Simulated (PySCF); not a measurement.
## Geometry relaxation of C₃H₆Cl₂Si

System: C₃H₆Cl₂Si.
Method: PBE0-D3(BJ)/def2-SVP geometry optimisation, gas phase (PySCF 2.14.0).

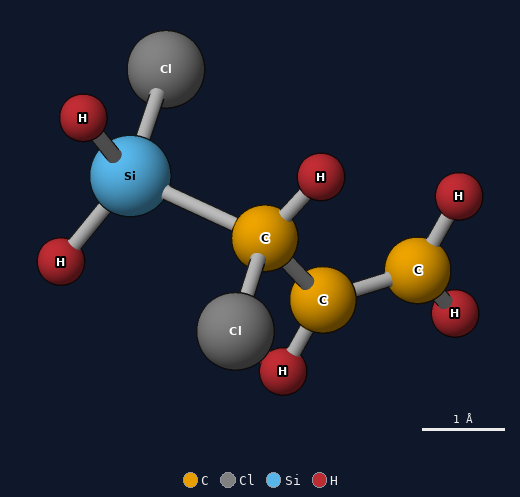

*The structure as given in the input (ball-and-stick view, seen at a tilt).*

Bond lengths as drawn: Cl–Si 2.02 Å, C–C 1.33 to 1.49 Å, C–Cl 1.80 Å, C–H 1.06 to 1.11 Å, C–Si 1.91 Å and H–Si 1.44 to 1.46 Å.

Input:
```
{"job": {"xc": "PBE0", "basis": "def2-SVP", "d3": "d3bj", "grid": 1, "shake": 0.01, "kind": "geom"}, "charge": 0, "multiplicity": 1}
C      1.997060     0.581900     0.004910
C      1.020140    -0.261350    -0.309600
C     -0.181250    -0.518560     0.534890
Cl    -0.313430    -2.291800     0.788710
Si    -1.806710     0.085140    -0.260530
Cl    -1.649500     2.084880    -0.496030
H      1.966400     1.163420     0.922710
H      2.821650     0.803720    -0.662380
H      1.059060    -0.807100    -1.215120
H     -0.016520    -0.096250     1.549240
H     -1.969120    -0.555710    -1.539210
H     -2.888090    -0.216550     0.673380
```

The first line tells a small driver script what to run in PySCF; the rest is the geometry in Å.

Run on 1 CPU thread, shared host.

Run as:
```bash
OMP_NUM_THREADS=1 python <driver script> task.json out
```

The program's output:
```
step   0  E = -1326.81912463  max force = 0.025721
step   1  E = -1326.82388488  max force = 0.007079
step   2  E = -1326.82406279  max force = 0.002562
step   3  E = -1326.82406646  max force = 0.002050
step   4  E = -1326.82409455  max force = 0.000551
step   5  E = -1326.82409860  max force = 0.000236
optimisation converged
```

Trajectory as extended XYZ (Å, eV, eV/Å), 6 frames, from step=0 to step=5:
```
12
Properties=species:S:1:pos:R:3:forces:R:3 step=0 energy=-36104.58738
C     1.9971    0.5819    0.0049   -0.1436   0.3849   0.1007
C     1.0201   -0.2614   -0.3096   -0.1981   0.5333   1.0513
C    -0.1812   -0.5186    0.5349    0.5592   0.2555   0.2525
Cl   -0.3134   -2.2918    0.7887   -0.3324  -0.3819   0.0033
Si   -1.8067    0.0851   -0.2605    0.6873  -0.5653   1.0059
Cl   -1.6495    2.0849   -0.4960    0.0288   0.9956  -0.1581
H     1.9664    1.1634    0.9227   -0.0049   0.0826   0.3065
H     2.8216    0.8037   -0.6624    0.2566  -0.1259  -0.2605
H     1.0591   -0.8071   -1.2151    0.0486  -0.7297  -1.3226
H    -0.0165   -0.0963    1.5492   -0.2824   0.0788  -0.3621
H    -1.9691   -0.5557   -1.5392   -0.1393  -0.4235  -0.8617
H    -2.8881   -0.2165    0.6734   -0.4800  -0.1044   0.2448
12
Properties=species:S:1:pos:R:3:forces:R:3 step=1 energy=-36104.71691
C     1.8531    0.8844    1.0424    0.1322   0.0955   0.0397
C     0.9299   -0.0337    0.7641   -0.0652  -0.2519  -0.3640
C    -0.2404   -0.3194    1.6281   -0.1445  -0.0198   0.0860
Cl   -0.5027   -2.1032    1.8393    0.0282   0.0069  -0.0078
Si   -1.9002    0.2680    0.9229    0.0532   0.2185  -0.2500
Cl   -1.8005    2.3344    0.6591   -0.0146  -0.2423   0.0540
H     1.8260    1.4559    1.9746    0.0144   0.0187   0.0155
H     2.6656    1.1026    0.3442   -0.0352   0.0009   0.0139
H     0.9737   -0.5933   -0.1862   -0.0124   0.1192   0.2138
H    -0.1006    0.0991    2.6338    0.0154   0.0275   0.0803
H    -2.1074   -0.3743   -0.4065   -0.0025   0.0391   0.0659
H    -3.0143   -0.0387    1.8554    0.0311  -0.0124   0.0528
12
Properties=species:S:1:pos:R:3:forces:R:3 step=2 energy=-36104.72175
C     1.8513    0.8821    1.0449    0.0301  -0.0056  -0.0378
C     0.9269   -0.0374    0.7613    0.0049   0.0168   0.0057
C    -0.2440   -0.3184    1.6298   -0.0379  -0.0321   0.0502
Cl   -0.5026   -2.1022    1.8414    0.0091  -0.0061   0.0018
Si   -1.8966    0.2698    0.9127    0.0078   0.1318  -0.0637
Cl   -1.7985    2.3301    0.6630   -0.0077  -0.1122   0.0186
H     1.8317    1.4549    1.9772   -0.0228  -0.0174   0.0000
H     2.6581    1.1040    0.3427    0.0103   0.0013  -0.0051
H     0.9691   -0.5939   -0.1833   -0.0012   0.0225   0.0274
H    -0.1043    0.1025    2.6376   -0.0001   0.0037  -0.0192
H    -2.1089   -0.3684   -0.4135    0.0013   0.0078   0.0060
H    -3.0002   -0.0415    1.8572    0.0061  -0.0104   0.0160
12
Properties=species:S:1:pos:R:3:forces:R:3 step=3 energy=-36104.72185
C     1.8601    0.8808    1.0390   -0.1054  -0.0219   0.0866
C     0.9248   -0.0326    0.7695    0.0371   0.0044  -0.0295
C    -0.2495   -0.3166    1.6350    0.0619   0.0182   0.0263
Cl   -0.5016   -2.1020    1.8421    0.0085   0.0148  -0.0004
Si   -1.8972    0.2715    0.9063   -0.0084   0.0337   0.0367
Cl   -1.8057    2.3277    0.6733   -0.0011  -0.0047  -0.0028
H     1.8404    1.4529    1.9717    0.0293   0.0210  -0.0043
H     2.6653    1.0967    0.3330   -0.0079  -0.0135   0.0008
H     0.9622   -0.5900   -0.1715   -0.0042  -0.0418  -0.0701
H    -0.1152    0.1041    2.6437   -0.0090   0.0035  -0.0181
H    -2.1038   -0.3597   -0.4224    0.0030  -0.0069  -0.0168
H    -2.9977   -0.0511    1.8516   -0.0039  -0.0067  -0.0083
12
Properties=species:S:1:pos:R:3:forces:R:3 step=4 energy=-36104.72262
C     1.8552    0.8798    1.0419   -0.0271  -0.0014   0.0246
C     0.9252   -0.0357    0.7644    0.0096   0.0071   0.0070
C    -0.2471   -0.3167    1.6328    0.0166  -0.0175  -0.0028
Cl   -0.5004   -2.1013    1.8434    0.0021   0.0064   0.0031
Si   -1.8961    0.2727    0.9073   -0.0068   0.0221   0.0283
Cl   -1.8029    2.3282    0.6705   -0.0003  -0.0019  -0.0019
H     1.8330    1.4507    1.9753    0.0131   0.0071  -0.0030
H     2.6620    1.0993    0.3389    0.0004  -0.0044   0.0010
H     0.9644   -0.5928   -0.1781   -0.0038  -0.0148  -0.0282
H    -0.1102    0.1056    2.6401   -0.0024   0.0070  -0.0096
H    -2.1058   -0.3606   -0.4204    0.0024  -0.0034  -0.0108
H    -2.9953   -0.0474    1.8550   -0.0036  -0.0063  -0.0076
12
Properties=species:S:1:pos:R:3:forces:R:3 step=5 energy=-36104.72273
C     1.8550    0.8794    1.0435    0.0097  -0.0008  -0.0079
C     0.9250   -0.0356    0.7645   -0.0039  -0.0027   0.0012
C    -0.2474   -0.3170    1.6323   -0.0020  -0.0101   0.0039
Cl   -0.5005   -2.1012    1.8441    0.0022   0.0056   0.0010
Si   -1.8970    0.2733    0.9081    0.0016   0.0120   0.0025
Cl   -1.8047    2.3291    0.6724   -0.0005  -0.0058   0.0020
H     1.8391    1.4527    1.9755   -0.0121  -0.0081   0.0025
H     2.6617    1.0957    0.3393    0.0032   0.0010  -0.0016
H     0.9640   -0.5924   -0.1793    0.0006   0.0046   0.0007
H    -0.1106    0.1060    2.6391    0.0007   0.0066  -0.0002
H    -2.1042   -0.3589   -0.4212    0.0009   0.0016  -0.0015
H    -2.9982   -0.0493    1.8526   -0.0004  -0.0040  -0.0026
```

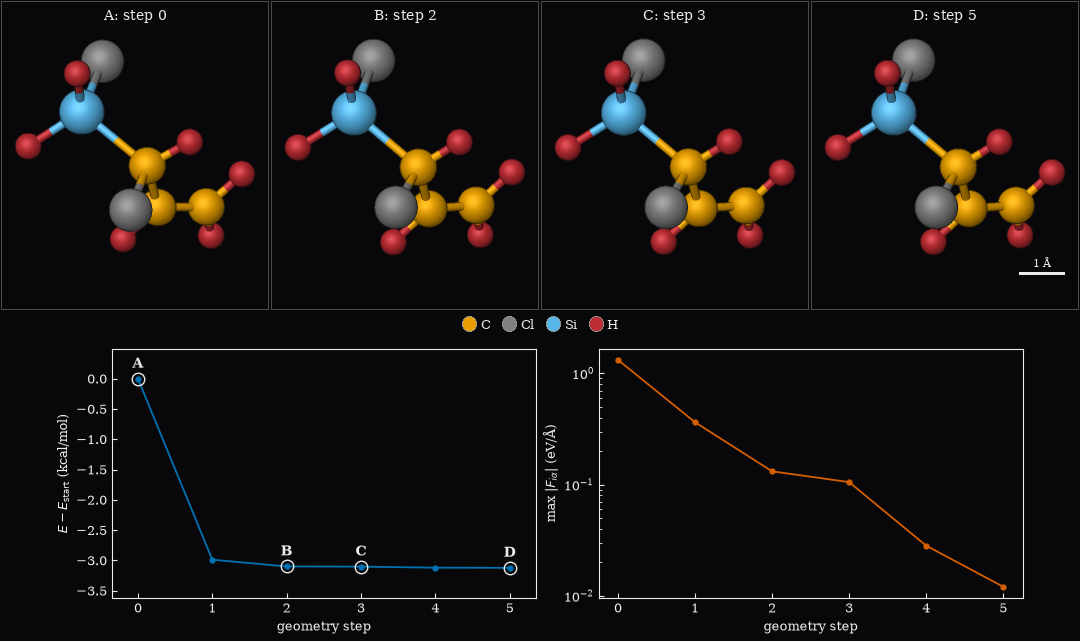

*Frames of the relaxation (ball-and-stick view, seen at a tilt) above the curves, on which the letters mark them (steps are counted from 0).*

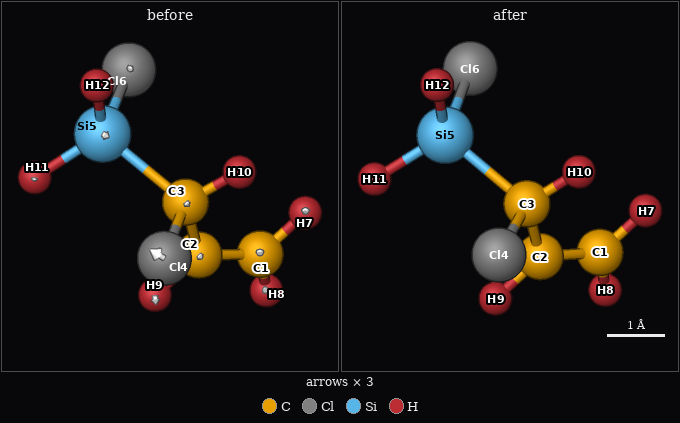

*Before (left) and after (right) the relaxation, at one scale (ball-and-stick view, seen at a tilt). The white arrows give the displacements, magnified 3 times.*

After 5 geometry steps the energy has fallen by 3.12 kcal/mol. Largest force component: 1.3 eV/Å at the start, 0.012 eV/Å at the end. The atom that moves furthest after the best rigid fit is Cl4 (0.12 Å). Largest moves by element: Cl 0.12 Å, H 0.06 Å, Si 0.05 Å, C 0.05 Å. Distances before and after: Si5–Cl6 2.020 → 2.071 Å, Si5–H11 1.439 → 1.486 Å, C2–H9 1.058 → 1.096 Å, Si5–H12 1.460 → 1.486 Å. Among the angles that change: Cl4–C3–Si5 108.0° → 103.3°, C2–C3–Cl4 108.0° → 111.4°, Si5–C3–H10 112.8° → 109.8°. (Atoms are counted from 1 in the order of the input.)

Results in brief:

- outcome: converged
- total energy: −1326.824099 hartree
- dipole moment: 0.70 D
- point group: C1
- wall time: 43 s
- peak memory: 0.54 GiB
